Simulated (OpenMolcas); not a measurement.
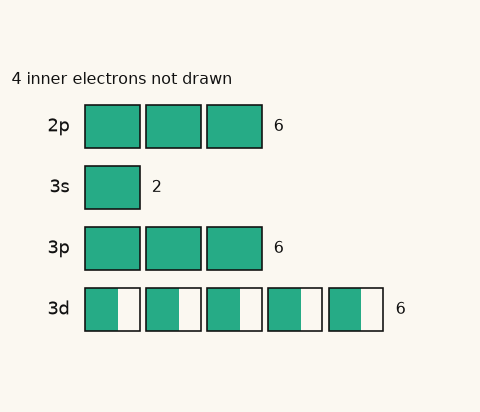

The outer shells of the leading configuration of the lowest level: a box for each of the 2l + 1 orbitals, shaded by the share of the shell that is filled, with the electron count at the right.

**Co³⁺ complex: multiconfigurational calculation (part 1 of 2)**

Co³⁺ with 6 ligands (F; octahedron, 1.84 Å), neutralised by 6 outer point charges of +0.5 e, whose field is part of the energies. Computed at this level: state-averaged CASSCF, active space 6 electrons in the shell 3d, basis ANO-RCC-VDZP on the metal and ANO-RCC-VDZP on the ligands, DKH2 scalar Hamiltonian, spin-orbit coupling by RASSI with atomic mean-field integrals (OpenMolcas).

Results in brief:

- outcome: converged
- energy of the lowest spin-free term: −1990.22494 hartree
- energy of the lowest spin-orbit level: −1990.22716 hartree
- largest spread among components of a term: 0.0 cm⁻¹
- hardware: 1 thread of Arm Neoverse N1, 24 GiB of memory available, shared host
- wall time: 58 s
- peak memory: 0.18 GiB

Notes:

Without dynamic correlation the splittings between terms come out too large, often by 20 to 50 %. Limits: small active space favours high spin, ground spin may be wrong; distances are set from ionic radii, not optimised.

Input:
```
&GATEWAY
Coord
7

Co 0.0 0.0 0.0
F 1.840000 0.000000 0.000000
F 0.000000 1.840000 0.000000
F -1.840000 0.000000 0.000000
F 0.000000 -1.840000 0.000000
F 0.000000 0.000000 1.840000
F 0.000000 0.000000 -1.840000
Basis=Co.ANO-RCC-VDZP,F.ANO-RCC-VDZP
Group=XYZ
NoMove
AngMom=0.0 0.0 0.0
AMFI
RICD
XField
3 Angstrom 0
4.240000 0.000000 0.000000 0.500000
0.000000 4.240000 0.000000 0.500000
0.000000 0.000000 4.240000 0.500000
&SEWARD
&RASSCF
FileOrb=start.orb
Symmetry=1
Spin=5
nActEl=6 0 0
Inactive=18 21
Ras2=5 0
CIRoot=5 5 1
SDav=5
CIMx=300
Iter=150 100
PrWF=0.3
OrbListing=Nothing
MaxOrb=0
LevShft=1.0
>>> COPY $Project.JobIph JOB001
&RASSCF
FileOrb=start.orb
Symmetry=1
Spin=3
nActEl=6 0 0
Inactive=18 21
Ras2=5 0
CIRoot=45 45 1
SDav=45
CIMx=300
Iter=150 100
PrWF=0.3
OrbListing=Nothing
MaxOrb=0
LevShft=1.0
>>> COPY $Project.JobIph JOB002
&RASSCF
FileOrb=start.orb
Symmetry=1
Spin=1
nActEl=6 0 0
Inactive=18 21
Ras2=5 0
CIRoot=50 50 1
SDav=50
CIMx=300
Iter=150 100
PrWF=0.3
OrbListing=Nothing
MaxOrb=0
LevShft=1.0
>>> COPY $Project.JobIph JOB003
&RASSI
NrOfJobIphs=3 5 45 50
1 2 3 4 5
1 2 3 4 5 6 7 8 9 10 11 12 13 14 15 16 17 18 19 20 21 22 23 24 25 26 27
28 29 30 31 32 33 34 35 36 37 38 39 40 41 42 43 44 45
1 2 3 4 5 6 7 8 9 10 11 12 13 14 15 16 17 18 19 20 21 22 23 24 25 26 27
28 29 30 31 32 33 34 35 36 37 38 39 40 41 42 43 44 45 46 47 48 49 50
IphNames
JOB001
JOB002
JOB003
EJob
SpinOrbit
DIPRint=1.0
SOCoupling=1000.0
Subsets=2
Property=9
'ANGMOM' 1 'ANGMOM' 2 'ANGMOM' 3 'MLTPL  1' 1 'MLTPL  1' 2 'MLTPL  1' 3
'AMFI' 1 'AMFI' 2 'AMFI' 3
SOProperty=3
'ANGMOM' 1 'ANGMOM' 2 'ANGMOM' 3
```

The file start.orb holds starting orbitals from an earlier step. A driver script formed the levels outside the program, from RASSI's spin-orbit matrix and the active-space energies, averaged over the components of each term or state.

Launched with:
```bash
OMP_NUM_THREADS=1 MOLCAS_MEM=2457 MOLCAS_PROJECT=a pymolcas a.inp > a.log  # once for each step of the input, in one work folder
```

Log (extracts):
```
--- SEWARD ---
Basis set label: CO.ANO-RCC...5S4P2D1F.

      Electronic valence basis set:
      ------------------
      Associated Effective Charge  27.000000 au
      Associated Actual Charge     27.000000 au
      Nuclear Model: Point charge

      Shell  nPrim  nBasis  Cartesian Spherical Contaminant
         s      21       5        X
         p      15       4        X
         d      10       2                 X
         f       6       1                 X
                  Relativistic Douglas-Kroll-Hess integrals:
                    - DKH order of Hamiltonian: 2
                    - DKH order of Properties : 0
                  Atomic mean-field integrals
--- RASSCF ---
Wave function specifications:
      -----------------------------

      Number of closed shell electrons          78
      Number of electrons in active shells       6
      Max number of holes in RAS1 space          0
      Max nr of electrons in RAS3 space          0
      Number of inactive orbitals               39
      Number of active orbitals                  5
      Number of secondary orbitals              74
      Spin quantum number                      2.0
      State symmetry                             1
Orbital specifications:
      -----------------------

      Symmetry species                           1   2
                                                ag  au
      Frozen orbitals                            0   0
      Inactive orbitals                         18  21
      Active orbitals                            5   0
      RAS1 orbitals                              0   0
      RAS2 orbitals                              5   0
      RAS3 orbitals                              0   0
      Secondary orbitals                        34  40
      Deleted orbitals                           0   0
      Number of basis functions                 57  61
      Number of CSFs                             5
      Number of root(s) required                 5
      Iter CI   SX   CI       RASSCF       Energy    max ROT     max BLB   max BLB  Level Ln srch  Step   QN
          iter iter root      energy       change     param      element    value   shift minimum  type update
 Nr of preliminary CI iterations:   1
      Total energies have been shifted. Add                -1000.00 au
        1   1   10    0  -989.15193666    0.00E+00  -8.52E-02   23  29 1  4.54E-01*  1.44   0.00    SX    NO
        2   1   11    0  -990.06532661   -9.13E-01* -7.05E-02    9  36 2 -1.18E-01*  0.99   0.00    SX    NO
        3   1   10    0  -990.18551134   -1.20E-01* -3.17E-02    6  34 2  4.89E-02*  0.87   0.00    SX    NO
        4   1    9    0  -990.19841788   -1.29E-02* -1.47E-02   15  49 1  1.66E-02*  0.84   0.00    SX    NO
        5   1    9    0  -990.20089357   -2.48E-03* -1.23E-02    6  30 1 -8.39E-03*  0.83   1.88    LS   YES
        6   1    9    0  -990.20158883   -6.95E-04*  1.76E-03   23  29 1 -4.34E-03*  0.82   1.06    QN   YES
        7   1    8    0  -990.20172855   -1.40E-04*  1.25E-03    6  34 2 -3.12E-03*  0.83   1.72    LS   YES
        8   1    8    0  -990.20175803   -2.95E-05*  8.82E-04    4  32 2 -3.68E-03*  0.83   1.01    QN   YES
        9   1    8    0  -990.20178510   -2.71E-05*  4.46E-04    6  34 2  1.55E-03*  0.83   1.07    QN   YES
       10   1    7    0  -990.20179022   -5.11E-06*  2.47E-04    6  34 2  6.66E-04*  0.83   1.55    LS   YES
       11   1    7    0  -990.20179096   -7.45E-07*  7.78E-05    8  35 2  2.30E-04*  0.83   1.01    QN   YES
       12   1    6    0  -990.20179135   -3.83E-07*  3.25E-05   21  47 2 -5.26E-05   0.83   1.31    QN   YES
       13   1    5    0  -990.20179139   -4.09E-08* -1.50E-05    4  32 2 -2.49E-05   0.83   1.17    QN   YES
       14   1    5    0  -990.20179139   -4.04E-09  -7.14E-06    6  24 1 -9.90E-06   0.83   1.48    QN   YES
      Convergence after 14 iterations
       15   1    5    0  -990.20179139   -1.00E-09  -7.14E-06    6  24 1 -3.11E-06   0.83   1.48    QN   YES
      Natural orbitals and occupation numbers for root  1
      sym 1:   2.000000   1.000000   1.000000   1.000000   1.000000
      Natural orbitals and occupation numbers for root  2
      sym 1:   1.000000   1.000000   1.000000   2.000000   1.000000
      Natural orbitals and occupation numbers for root  3
      sym 1:   2.000000   1.000000   1.000000   1.000000   1.000000
::    RASSCF root number  1 Total energy:  -1990.22493934
::    RASSCF root number  2 Total energy:  -1990.22493934
::    RASSCF root number  3 Total energy:  -1990.22493934
::    RASSCF root number  4 Total energy:  -1990.16706948
::    RASSCF root number  5 Total energy:  -1990.16706948
--- RASSCF ---
Wave function specifications:
      -----------------------------

      Number of closed shell electrons          78
      Number of electrons in active shells       6
      Max number of holes in RAS1 space          0
      Max nr of electrons in RAS3 space          0
      Number of inactive orbitals               39
      Number of active orbitals                  5
      Number of secondary orbitals              74
      Spin quantum number                      1.0
      State symmetry                             1
Orbital specifications:
      -----------------------

      Symmetry species                           1   2
                                                ag  au
      Frozen orbitals                            0   0
      Inactive orbitals                         18  21
      Active orbitals                            5   0
      RAS1 orbitals                              0   0
      RAS2 orbitals                              5   0
      RAS3 orbitals                              0   0
      Secondary orbitals                        34  40
      Deleted orbitals                           0   0
      Number of basis functions                 57  61
      Number of CSFs                            45
      Number of root(s) required                45
      Iter CI   SX   CI       RASSCF       Energy    max ROT     max BLB   max BLB  Level Ln srch  Step   QN
          iter iter root      energy       change     param      element    value   shift minimum  type update
 Nr of preliminary CI iterations:   1
      Total energies have been shifted. Add                -1000.00 au
        1   1    9    0  -990.03575848    0.00E+00  -1.31E-02   22  28 1 -1.86E-02*  0.86   0.00    SX    NO
        2   1    9    0  -990.03768435   -1.93E-03* -8.75E-03    9  34 2 -8.25E-03*  0.86   0.00    SX    NO
        3   1    9    0  -990.03820319   -5.19E-04*  4.13E-03   22  28 1 -4.18E-03*  0.85   0.00    SX    NO
        4   1    8    0  -990.03835698   -1.54E-04*  2.63E-03   12  21 1  2.38E-03*  0.85   0.00    SX    NO
        5   1    8    0  -990.03840428   -4.73E-05*  3.04E-03   12  21 1  1.21E-03*  0.85   2.17    LS   YES
        6   1    8    0  -990.03842369   -1.94E-05* -3.04E-04    9  34 2  1.83E-03*  0.85   1.01    QN   YES
        7   1    7    0  -990.03842608   -2.38E-06* -8.54E-05    9  34 2 -5.23E-04*  0.85   0.78    QN   YES
        8   1    7    0  -990.03842649   -4.16E-07*  7.68E-05   10  24 1 -1.85E-04*  0.85   1.27    QN   YES
        9   1    6    0  -990.03842657   -7.83E-08*  5.19E-05   10  24 1 -8.32E-05   0.85   1.47    QN   YES
       10   1    5    0  -990.03842659   -1.69E-08*  9.25E-06   10  30 1 -1.86E-05   0.85   1.15    QN   YES
       11   1    5    0  -990.03842659   -1.59E-09   7.63E-06   10  30 1 -1.50E-05   0.85   1.15    QN   YES
      Convergence after 11 iterations
       12   1    5    0  -990.03842659   -2.90E-10   7.63E-06   10  30 1 -7.51E-06   0.85   1.15    QN   YES
      Natural orbitals and occupation numbers for root  1
      sym 1:   1.942542   1.942545   0.044521   1.032559   1.037833
      Natural orbitals and occupation numbers for root  2
      sym 1:   0.044535   1.942546   1.032545   1.942529   1.037846
      Natural orbitals and occupation numbers for root  3
      sym 1:   1.032548   1.942532   0.044531   1.942546   1.037843
::    RASSCF root number  1 Total energy:  -1990.16410653
::    RASSCF root number  2 Total energy:  -1990.16410653
::    RASSCF root number  3 Total energy:  -1990.16410653
::    RASSCF root number  4 Total energy:  -1990.14102249
::    RASSCF root number  5 Total energy:  -1990.14102249
::    RASSCF root number  6 Total energy:  -1990.14102249
::    RASSCF root number  7 Total energy:  -1990.11348496
::    RASSCF root number  8 Total energy:  -1990.11348496
::    RASSCF root number  9 Total energy:  -1990.11348496
::    RASSCF root number 10 Total energy:  -1990.10363047
::    RASSCF root number 11 Total energy:  -1990.10363047
::    RASSCF root number 12 Total energy:  -1990.10363047
::    RASSCF root number 13 Total energy:  -1990.09243651
::    RASSCF root number 14 Total energy:  -1990.09243651
::    RASSCF root number 15 Total energy:  -1990.09243651
::    RASSCF root number 16 Total energy:  -1990.09222630
::    RASSCF root number 17 Total energy:  -1990.09222630
::    RASSCF root number 18 Total energy:  -1990.06852426
::    RASSCF root number 19 Total energy:  -1990.06852426
::    RASSCF root number 20 Total energy:  -1990.06852426
::    RASSCF root number 21 Total energy:  -1990.05852853
::    RASSCF root number 22 Total energy:  -1990.05023783
::    RASSCF root number 23 Total energy:  -1990.05023783
::    RASSCF root number 24 Total energy:  -1990.04928409
::    RASSCF root number 25 Total energy:  -1990.04928409
::    RASSCF root number 26 Total energy:  -1990.04928409
::    RASSCF root number 27 Total energy:  -1990.03057914
::    RASSCF root number 28 Total energy:  -1990.02926195
::    RASSCF root number 29 Total energy:  -1990.02926195
::    RASSCF root number 30 Total energy:  -1990.02926195
--- RASSCF ---
Wave function specifications:
      -----------------------------

      Number of closed shell electrons          78
      Number of electrons in active shells       6
      Max number of holes in RAS1 space          0
      Max nr of electrons in RAS3 space          0
      Number of inactive orbitals               39
      Number of active orbitals                  5
      Number of secondary orbitals              74
      Spin quantum number                      0.0
      State symmetry                             1
Orbital specifications:
      -----------------------

      Symmetry species                           1   2
                                                ag  au
      Frozen orbitals                            0   0
      Inactive orbitals                         18  21
      Active orbitals                            5   0
      RAS1 orbitals                              0   0
      RAS2 orbitals                              5   0
      RAS3 orbitals                              0   0
      Secondary orbitals                        34  40
      Deleted orbitals                           0   0
      Number of basis functions                 57  61
      Number of CSFs                            50
      Number of root(s) required                50
      Iter CI   SX   CI       RASSCF       Energy    max ROT     max BLB   max BLB  Level Ln srch  Step   QN
          iter iter root      energy       change     param      element    value   shift minimum  type update
 Nr of preliminary CI iterations:   1
      Total energies have been shifted. Add                -1000.00 au
        1   1    9    0  -989.95816516    0.00E+00   5.85E-03   20  26 1 -7.12E-03*  0.84   0.00    SX    NO
        2   1    8    0  -989.95870867   -5.44E-04* -3.84E-03   11  21 1  3.46E-03*  0.84   0.00    SX    NO
        3   1    8    0  -989.95886792   -1.59E-04*  1.85E-03   20  26 1 -1.78E-03*  0.84   0.00    SX    NO
        4   1    8    0  -989.95891836   -5.04E-05* -1.18E-03   11  21 1  1.06E-03*  0.84   0.00    SX    NO
        5   1    8    0  -989.95893487   -1.65E-05* -1.50E-03   11  21 1  5.40E-04*  0.84   2.28    LS   YES
        6   1    7    0  -989.95894246   -7.60E-06* -1.21E-04    7  32 2  9.78E-04*  0.84   1.01    QN   YES
        7   1    7    0  -989.95894316   -6.93E-07* -3.83E-05    7  32 2 -3.15E-04*  0.84   0.77    QN   YES
        8   1    6    0  -989.95894331   -1.50E-07*  5.15E-05   10  24 1 -1.16E-04*  0.84   1.32    QN   YES
        9   1    6    0  -989.95894334   -3.18E-08* -2.99E-05   10  24 1 -4.88E-05   0.84   1.37    QN   YES
       10   1    5    0  -989.95894334   -5.16E-09   5.64E-06   10  30 1 -9.32E-06   0.84   1.22    QN   YES
      Convergence after 10 iterations
       11   1    5    0  -989.95894335   -8.59E-10   5.64E-06   10  30 1 -7.69E-06   0.84   1.22    QN   YES
      Natural orbitals and occupation numbers for root  1
      sym 1:   0.051934   1.965377   0.051934   1.965377   1.965377
      Natural orbitals and occupation numbers for root  2
      sym 1:   1.975104   1.004279   0.044304   1.001514   1.974800
      Natural orbitals and occupation numbers for root  3
      sym 1:   0.045415   1.005417   1.000394   1.975095   1.973679
::    RASSCF root number  1 Total energy:  -1990.16443220
::    RASSCF root number  2 Total energy:  -1990.11666532
::    RASSCF root number  3 Total energy:  -1990.11666532
::    RASSCF root number  4 Total energy:  -1990.11666532
::    RASSCF root number  5 Total energy:  -1990.07592417
::    RASSCF root number  6 Total energy:  -1990.07592417
::    RASSCF root number  7 Total energy:  -1990.07592417
::    RASSCF root number  8 Total energy:  -1990.05769456
::    RASSCF root number  9 Total energy:  -1990.05769456
::    RASSCF root number 10 Total energy:  -1990.05106676
::    RASSCF root number 11 Total energy:  -1990.04764423
::    RASSCF root number 12 Total energy:  -1990.04764423
::    RASSCF root number 13 Total energy:  -1990.04764423
::    RASSCF root number 14 Total energy:  -1990.03179301
::    RASSCF root number 15 Total energy:  -1990.03179301
::    RASSCF root number 16 Total energy:  -1990.03179301
::    RASSCF root number 17 Total energy:  -1990.02808054
::    RASSCF root number 18 Total energy:  -1990.00979719
::    RASSCF root number 19 Total energy:  -1990.00979719
::    RASSCF root number 20 Total energy:  -1990.00979719
::    RASSCF root number 21 Total energy:  -1990.00075146
::    RASSCF root number 22 Total energy:  -1990.00075146
::    RASSCF root number 23 Total energy:  -1989.99539979
::    RASSCF root number 24 Total energy:  -1989.99539979
::    RASSCF root number 25 Total energy:  -1989.99539979
::    RASSCF root number 26 Total energy:  -1989.97284962
::    RASSCF root number 27 Total energy:  -1989.96202459
::    RASSCF root number 28 Total energy:  -1989.96075847
::    RASSCF root number 29 Total energy:  -1989.96075847
::    RASSCF root number 30 Total energy:  -1989.94782078
```

(Continued in part 2.)
